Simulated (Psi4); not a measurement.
**SnBr4 (stannic bromide) at 6 levels**

We compute a comparison of 6 runs (B3LYP/def2-SVP, BHLYP/def2-SVP, CAM-B3LYP/def2-SVP, M06-L/def2-SVP, r2SCAN/def2-SVP, wB97X/def2-SVP) of SnBr4 (stannic bromide). 

The calculation is run with Psi4 1.11.

5 further runs of the same task are left out: 1 that didn't finish, 4 set aside as unsound or not needed. Runs told in other sessions of the task aren't counted.

### 1 Starting point

The species is SnBr4 (5 atoms), meant as a singlet with charge 0. SMILES: `[Br][Sn]([Br])([Br])[Br]`. Geometry: relaxed at PBE0-D4/def2-TZVP.

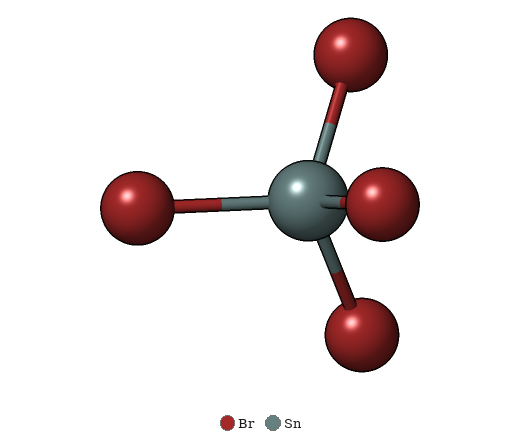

The structure, seen from a chosen angle (bromine red, tin teal).

### 2 Energy and gradient at B3LYP/def2-SVP (core potential) (run 1)

The input, job.in:

```
memory 2200 MB

molecule system {
  Br
  Sn 1 r2
  Br 2 r3 1 a3
  Br 2 r4 1 a4 3 d4
  Br 2 r5 1 a5 3 d5

  r2 = 2.445506
  r3 = 2.44552
  a3 = 109.47168
  r4 = 2.445513
  a4 = 109.47364
  d4 = 119.99912
  r5 = 2.445516
  a5 = 109.47335
  d5 = -119.99848
  symmetry c1
  no_reorient
  no_com
}

set globals {
  basis                def2-SVP
  puream               true
  e_convergence        1e-09
  d_convergence        1e-08
  scf_type             direct
  dft_radial_points    99
  dft_spherical_points 590
}

result, w = gradient('b3lyp', return_wfn=True)
oeprop(w, 'MAYER_INDICES', 'WIBERG_LOWDIN_INDICES', 'DIPOLE', title='B3LYP')
print_variables()
```

Run with:

```
$ psi4 -n 1 job.in job.out
```

job.out:

```text
[...]
    !!!  WARNING: ECP capability is in beta. Please check occupations closely.  !!!
[...]
  Running in c1 symmetry.
[...]
  Nuclear repulsion = 1640.415765388414229
[...]
  Multiplicity = 1
[...]
  Nalpha       = 81
  Nbeta        = 81
[...]
    Number of basis functions: 154
[...]
   @DF-RKS iter   1: -10508.85780294716460   -5.49956e+00   1.75473e-02 DIIS/ADIIS
[...]
   @RKS iter  14: -10510.03159326147215    0.00000e+00   6.65942e-09 DIIS
[...]
  @RKS Final Energy: -10510.03159326147215
   => Energetics <=
    Nuclear Repulsion Energy =           1640.4157653884142292
    One-Electron Energy =              -17979.8600899549965106
    Two-Electron Energy =                6138.0177866346766677
    DFT Exchange-Correlation Energy =    -308.6050553295668237
    Empirical Dispersion Energy =           0.0000000000000000
    VV10 Nonlocal Energy =                  0.0000000000000000
    Total Energy =                     -10510.0315932614721532
[...]
  -Total Gradient:
     Atom            X                  Y                   Z
    ------   -----------------  -----------------  -----------------
       1       -0.000007235955     0.000007955331     0.013475056120
       2       -0.000004711183     0.000005916938     0.000000727289
       3        0.000005629501     0.012702283562    -0.004475253387
       4       -0.011026781888    -0.006321701591    -0.004492703789
       5        0.010981726363    -0.006352314192    -0.004458596397
[...]
 Multipole Moments:
 ------------------------------------------------------------------------------------
     Multipole            Electronic (a.u.)      Nuclear  (a.u.)        Total (a.u.)
 ------------------------------------------------------------------------------------
 L = 1.  Multiply by 2.5417464519 to convert [e a0] to [Debye]
 Dipole X            :          0.0002120           -0.0002017            0.0000103
 Dipole Y            :          0.0012904           -0.0012238            0.0000666
 Dipole Z            :         -0.0023817            0.0022615           -0.0001202
 Magnitude           :                                                    0.0001378
[...]
```

Run time: 81 s. Hardware: 1 thread of AMD EPYC 7R43 (Zen 3), shared host; peak memory 1.1 GiB.

### 3 A single-point energy at BHLYP/def2-SVP (core potential) (run 2)

The input, input.in:

```
memory 2200 mb

molecule m {
  Br    -2.10277385     0.02345150     4.11525658
  Sn    -0.00007559     0.00001890     0.00005669
  Br     3.90925754    -2.44842365     0.28155030
  Br    -2.79263727    -1.91321542    -3.14605385
  Br     0.98621027     4.33816868    -1.25079082
  units bohr
  symmetry c1
  no_reorient
  no_com
}

set {
  puream               true
  e_convergence        1e-09
  d_convergence        1e-08
  scf_type             direct
  dft_radial_points    99
  dft_spherical_points 590
}

e, wfn = energy("bhhlyp/def2-SVP", return_wfn=True)
oeprop(wfn, "MAYER_INDICES", "WIBERG_LOWDIN_INDICES", "MULLIKEN_CHARGES")
print_variables()
```

Run with:

```
$ psi4 -n 1 input.in input.out
```

input.out:

```text
[...]
    !!!  WARNING: ECP capability is in beta. Please check occupations closely.  !!!
[...]
  Running in c1 symmetry.
[...]
  Nuclear repulsion = 1640.415703968555363
[...]
  Multiplicity = 1
[...]
  Nalpha       = 81
  Nbeta        = 81
[...]
    Number of basis functions: 154
[...]
   @DF-RKS iter   1: -10508.72848352287838   -6.21600e+00   1.61084e-02 DIIS/ADIIS
[...]
   @RKS iter  14: -10509.75094310743589   -6.91216e-11   9.61715e-09 DIIS
[...]
  @RKS Final Energy: -10509.75094310743589
   => Energetics <=
    Nuclear Repulsion Energy =           1640.4157039685553627
    One-Electron Energy =              -17980.9845982243205071
    Two-Electron Energy =                6026.5173722649469710
    DFT Exchange-Correlation Energy =    -195.6994211166178275
    Empirical Dispersion Energy =           0.0000000000000000
    VV10 Nonlocal Energy =                  0.0000000000000000
    Total Energy =                     -10509.7509431074358872
[...]
 Multipole Moments:
 ------------------------------------------------------------------------------------
     Multipole            Electronic (a.u.)      Nuclear  (a.u.)        Total (a.u.)
 ------------------------------------------------------------------------------------
 L = 1.  Multiply by 2.5417464519 to convert [e a0] to [Debye]
 Dipole X            :         -0.0004382            0.0003212           -0.0001171
 Dipole Y            :          0.0002768           -0.0002454            0.0000314
 Dipole Z            :          0.0001605           -0.0000755            0.0000850
 Magnitude           :                                                    0.0001481
[...]
  Mulliken Charges: (a.u.)
   Center  Symbol    Alpha    Beta     Spin     Total
       1    BR    17.61357 17.61357  0.00000 -0.22715
       2    SN    10.54569 10.54569  0.00000  0.90863
       3    BR    17.61358 17.61358  0.00000 -0.22717
       4    BR    17.61358 17.61358  0.00000 -0.22715
       5    BR    17.61358 17.61358  0.00000 -0.22716
   Total alpha = 81.00000, Total beta = 81.00000, Total charge = -0.00000
  Mayer Bond Indices:
[...]
```

Wall time 40 s (1 thread of AMD EPYC 7R43 (Zen 3), shared host); peak memory 1.1 GiB.

Runs 3 to 4 aren't shown in full; the table further down has their settings and results.

### 4 Energy and forces at r2SCAN/def2-SVP (core potential) (run 5)

The input, br4sn.xyz:

```xyz
5
Br4Sn
Br    -1.112740     0.012410     2.177700
Sn    -0.000040     0.000010     0.000030
Br     2.068690    -1.295650     0.148990
Br    -1.477800    -1.012430    -1.664820
Br     0.521880     2.295660    -0.661890
```

The input, calc.py:

```python
import psi4

psi4.set_memory(2200000000)
psi4.set_num_threads(1)
psi4.set_output_file('br4sn.out', False)

with open('br4sn.xyz') as f:
    atoms = ''.join(f.readlines()[2:])
geom = psi4.geometry('0 1\n' + atoms + 'symmetry c1')

options = {'basis': 'def2-SVP', 'reference': 'rks', 'puream': True, 'e_convergence': 1e-09, 'd_convergence': 1e-08, 'scf_type': 'direct', 'dft_radial_points': 99, 'dft_spherical_points': 590}
psi4.set_options(options)

E = psi4.gradient("R2SCAN")
print('gradient / Eh bohr^-1')
print(E.np.round(6))
```

Run with:

```
$ python calc.py
```

br4sn.out:

```text
[...]
    !!!  WARNING: ECP capability is in beta. Please check occupations closely.  !!!
[...]
  Running in c1 symmetry.
[...]
  Nuclear repulsion = 1640.415703942342589
[...]
  Multiplicity = 1
[...]
  Nalpha       = 81
  Nbeta        = 81
[...]
    Number of basis functions: 154
[...]
   @DF-RKS iter   1: -10508.68338936414330   -5.23118e+00   1.80699e-02 ADIIS/DIIS
[...]
   @RKS iter  15: -10509.91565178412202   -1.27329e-11   6.94022e-09 DIIS
[...]
  @RKS Final Energy: -10509.91565178412202
   => Energetics <=
    Nuclear Repulsion Energy =           1640.4157039423425886
    One-Electron Energy =              -17980.0365000731762848
    Two-Electron Energy =                6213.3344105318128641
    DFT Exchange-Correlation Energy =    -383.6292661850995955
    Empirical Dispersion Energy =           0.0000000000000000
    VV10 Nonlocal Energy =                  0.0000000000000000
    Total Energy =                     -10509.9156517841220193
[...]
 Multipole Moments:
 ------------------------------------------------------------------------------------
     Multipole            Electronic (a.u.)      Nuclear  (a.u.)        Total (a.u.)
 ------------------------------------------------------------------------------------
 L = 1.  Multiply by 2.5417464519 to convert [e a0] to [Debye]
 Dipole X            :         -0.0021087            0.0020281           -0.0000806
 Dipole Y            :          0.0005638           -0.0005337            0.0000301
 Dipole Z            :          0.0015443           -0.0014944            0.0000499
 Magnitude           :                                                    0.0000994
[...]
  -Total Gradient:
     Atom            X                  Y                   Z
    ------   -----------------  -----------------  -----------------
       1        0.003493205478    -0.000019135703    -0.006822754920
       2       -0.000001234890     0.000009987734    -0.000005235695
       3       -0.006467249116     0.004042669158    -0.000506427979
       4        0.004612811690     0.003241770364     0.005194243439
       5       -0.001591691992    -0.007152807702     0.002036642303
[...]
```

On the terminal:

```text
gradient / Eh bohr^-1
[[ 3.493e-03 -1.900e-05 -6.823e-03]
 [-1.000e-06  1.000e-05 -5.000e-06]
 [-6.467e-03  4.043e-03 -5.060e-04]
 [ 4.613e-03  3.242e-03  5.194e-03]
 [-1.592e-03 -7.153e-03  2.037e-03]]
```

Wall time 2 min (1 thread of AMD EPYC 7R43 (Zen 3), shared host); peak memory 1.3 GiB.

### 5 Energy and gradient at wB97X/def2-SVP (core potential) (run 6)

The input, br4sn.inp:

```
memory 2200 MB

molecule geom {
  0 1
  Br    -1.112740     0.012410     2.177700
  Sn    -0.000040     0.000010     0.000030
  Br     2.068690    -1.295650     0.148990
  Br    -1.477800    -1.012430    -1.664820
  Br     0.521880     2.295660    -0.661890
  symmetry c1
}

set basis def2-SVP
set puream true
set e_convergence 1e-09
set d_convergence 1e-08
set scf_type direct
set dft_radial_points 99
set dft_spherical_points 590

energy_value, wavefunction = gradient("wb97x", return_wfn=True)
oeprop(wavefunction, "MAYER_INDICES", "LOWDIN_CHARGES", "MULLIKEN_CHARGES")
```

Run with:

```
$ psi4 -n 1 br4sn.inp br4sn.out
```

br4sn.out:

```text
[...]
  Running in c1 symmetry.
[...]
  Nuclear repulsion = 1640.415703942342589
[...]
  Multiplicity = 1
[...]
  Nalpha       = 81
  Nbeta        = 81
[...]
    Number of basis functions: 154
[...]
   @DF-RKS iter   1: -10508.91158512682341   -5.98056e+00   1.67359e-02 ADIIS/DIIS
[...]
   @RKS iter  15: -10510.01188453739633   -3.81988e-11   9.09169e-09 DIIS
[...]
  @RKS Final Energy: -10510.01188453739633
   => Energetics <=
    Nuclear Repulsion Energy =           1640.4157039423425886
    One-Electron Energy =              -17979.4311389213544317
    Two-Electron Energy =                6131.2340062522825974
    DFT Exchange-Correlation Energy =    -302.2304558106666832
    Empirical Dispersion Energy =           0.0000000000000000
    VV10 Nonlocal Energy =                  0.0000000000000000
    Total Energy =                     -10510.0118845373945078
[...]
 Multipole Moments:
 ------------------------------------------------------------------------------------
     Multipole            Electronic (a.u.)      Nuclear  (a.u.)        Total (a.u.)
 ------------------------------------------------------------------------------------
 L = 1.  Multiply by 2.5417464519 to convert [e a0] to [Debye]
 Dipole X            :         -0.0021309            0.0020281           -0.0001028
 Dipole Y            :          0.0005562           -0.0005337            0.0000225
 Dipole Z            :          0.0015703           -0.0014944            0.0000760
 Magnitude           :                                                    0.0001297
[...]
  -Total Gradient:
     Atom            X                  Y                   Z
    ------   -----------------  -----------------  -----------------
       1        0.001468313778    -0.000010872410    -0.002874333387
       2       -0.000003016912     0.000004349944     0.000000025887
       3       -0.002722647889     0.001701973367    -0.000209240143
       4        0.001945173230     0.001362378165     0.002192607998
       5       -0.000671368225    -0.003016677192     0.000858278514
[...]
  Mulliken Charges: (a.u.)
   Center  Symbol    Alpha    Beta     Spin     Total
       1    BR    17.60202 17.60202  0.00000 -0.20404
       2    SN    10.59191 10.59191  0.00000  0.81618
       3    BR    17.60203 17.60203  0.00000 -0.20405
       4    BR    17.60202 17.60202  0.00000 -0.20404
       5    BR    17.60202 17.60202  0.00000 -0.20405
   Total alpha = 81.00000, Total beta = 81.00000, Total charge =  0.00000
  Lowdin Charges: (a.u.)
   Center  Symbol    Alpha    Beta     Spin     Total
       1    BR    17.51820 17.51820  0.00000 -0.03640
[...]
```

Wall time 3 min (1 thread of AMD EPYC 7R43 (Zen 3), shared host); peak memory 1.6 GiB.

### 6 Overview of the runs

```tsv
run	level	task	energy (Eh)	dipole moment (D)	HOMO energy (eV)	LUMO energy (eV)	wall time
1	B3LYP/def2-SVP (core potential)	gradient	-10510.031593	0.00	-8.45	-3.56	81 s
2	BHLYP/def2-SVP (core potential)	energy	-10509.750943	0.00	-9.93	-2.45	40 s
3	CAM-B3LYP/def2-SVP (core potential)	gradient	-10510.333802	0.00	-10.06	-2.36	2.7 min
4	M06-L/def2-SVP (core potential)	energy	-10509.637420	0.00	-7.82	-3.80	81 s
5	r2SCAN/def2-SVP (core potential)	gradient	-10509.915652	0.00	-7.89	-4.11	2 min
6	wB97X/def2-SVP (core potential)	gradient	-10510.011885	0.00	-11.17	-1.39	3 min
```

### 7 What came out

| quantity | value |
| --- | --- |
| run 6: total energy | -10510.01188 Eh |
| run 6: dipole moment | 0.00 D |
| run 6: HOMO energy | -11.17 eV |
| run 6: LUMO energy | -1.39 eV |
| run 6: HOMO–LUMO gap | 9.78 eV |
| run 6: largest force on an atom | 0.166 eV/Å |

**Reading.** The HOMO–LUMO gap runs from 3.78 eV (r2SCAN/def2-SVP) to 9.78 eV (wB97X/def2-SVP). Totals of different functionals can't be ranked against each other. All runs together took 11 min, the longest 3 min.
